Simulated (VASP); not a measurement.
Band structure of PtSe$_{2}$ (1T layered). All values below come from TPSS meta-GGA, VASP's PBE PAW potentials (set 64) (plane waves; VASP).

Without a dispersion term in the relaxation, distances and binding between the weakly bound layers, chains or molecules are unreliable, and so is what depends on them. Unless said otherwise, spin-orbit coupling is left out, though it shifts the bands of the heavy elements here.

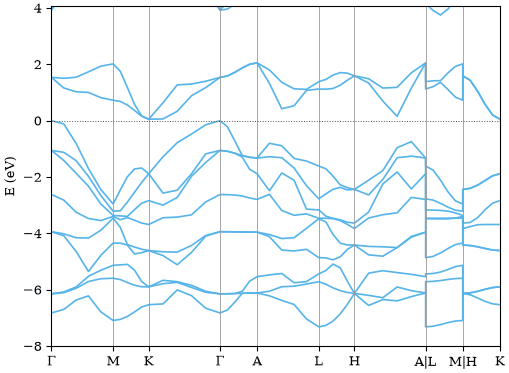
Figure. Bands along high-symmetry lines, zero at the valence-band maximum or, without a gap, the Fermi level

Question: Read the plot: is there a gap, and where are the band edges?

Answer: The gap is indirect, 0.05 eV, from the valence maximum at Γ to the conduction minimum at K.

The compound is PtSe2 in the 1T layered structure. It was relaxed first, which changed the volume by +8 %.
